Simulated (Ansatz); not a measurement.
F···CH5N (SMILES [F-].CN) (charge −1)

```xyz
8

F     0.5411    0.1441   -2.4840
C    -0.3134   -0.4184    0.6636
N     0.5984    0.5456    0.0933
H    -1.3287   -0.4237    0.2238
H    -0.4287   -0.2811    1.7498
H     0.0887   -1.4264    0.5134
H     0.2038    1.4738    0.2065
H     0.6387    0.3861   -0.9664
```

Geometry: PBE0-D4/def2-TZVP.

Level of theory: RKS PBE0-D4/def2-TZVPPD (Ansatz).

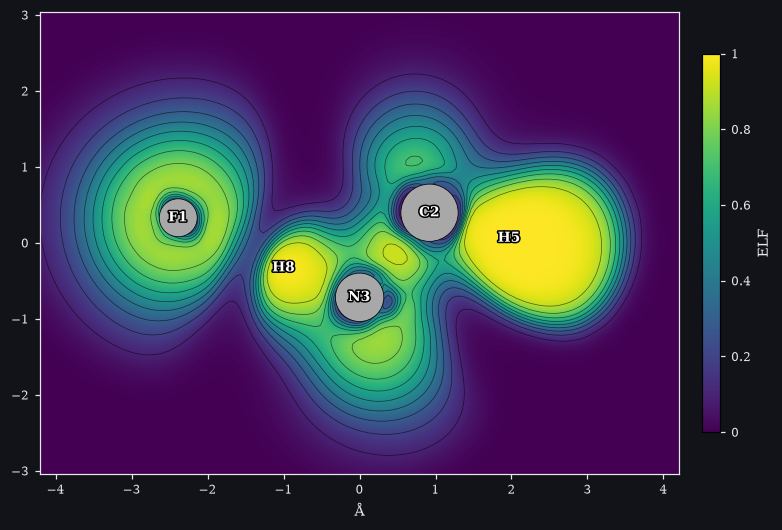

Figure 1. ELF on the plane of atoms C2, N3 and H8. Grey discs cover the atomic cores.

What do the fields say about this system?

- The plane passes through F, C, N and H nuclei.
- F1···H8 (1.54 Å): the ELF dips to about 0.25 between them: by its geometry a hydrogen bond between the two molecules, with no shared pair.
- C–N (1.44 Å): the ELF peaks at about 0.90 between the atoms (localised, covalent bonding).
- C–H (1.10 Å): the ELF climbs to about 1 towards the hydrogen, as it does in any bond to H; a covalent bond by its length.

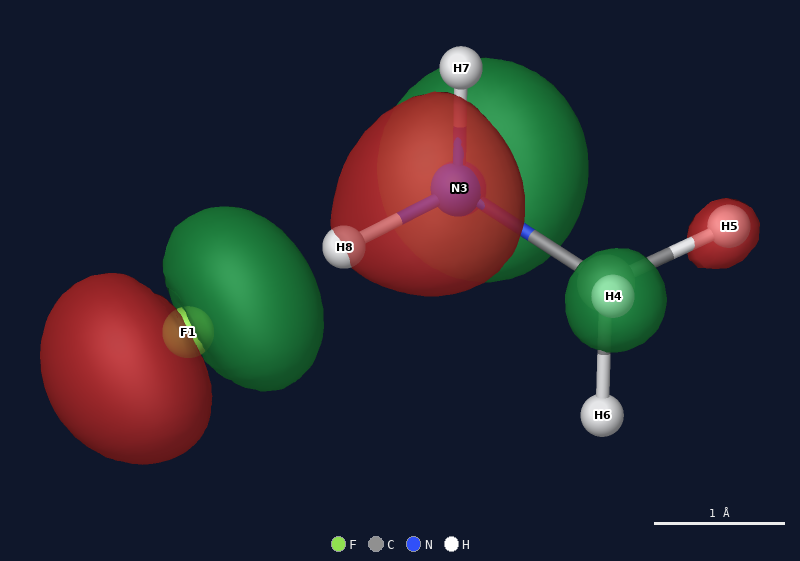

Figure 2. The HOMO at ±0.15 Å⁻³ᐟ² (green and red are the two phases), seen at an oblique angle.

Describe this orbital and give its energy.

By Hirshfeld shares it lies mainly on F1 (about 50 %) and N3 (about 35 %); largely a combination of lone pairs on F1 and N3. Its energy is −1.16 eV.

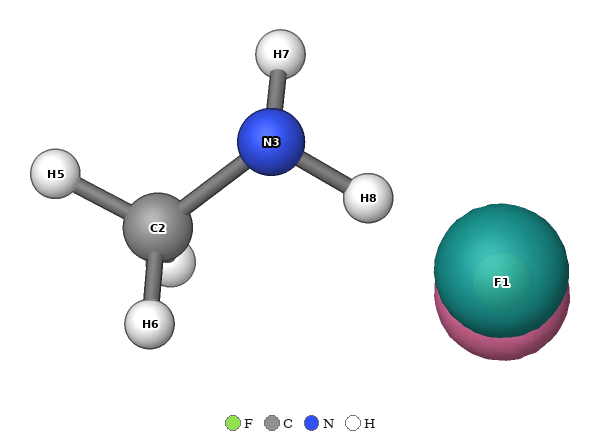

Figure 3. The HOMO−1 at ±0.3 Å⁻³ᐟ² (teal and pink are the two phases), seen across its widest extent.

Describe this orbital and give its energy.

Its weight (Hirshfeld) is mainly on F1 (about 95 %); largely a lone pair of F1. Its energy is −1.59 eV.
